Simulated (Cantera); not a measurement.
Input: 1 mol CH3Cl, 1.6 mol HCl, 12 mol H2, held at 10.0 mbar.

Equilibrium computed with Cantera from the NASA thermochemical tables; the gas is ideal and each condensed phase is pure. Candidate condensed phases: C, C6H6, C7H8, C8H18; 91 gas species. Equilibrium is a limit: real reactors are often held back by kinetics, nucleation or transport.

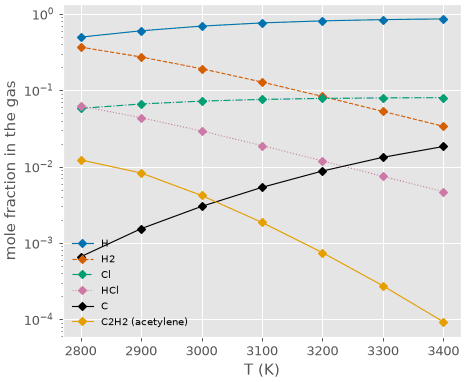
Figure. Equilibrium gas composition (values under 1e-9 drawn at 1e-9)

Problem. Read off the mole fractions at 3000 K.

Solution. H about 0.69, H2 about 0.19, Cl about 0.072, HCl about 0.029, C2H2 (acetylene) about 0.0042, C about 0.0030.
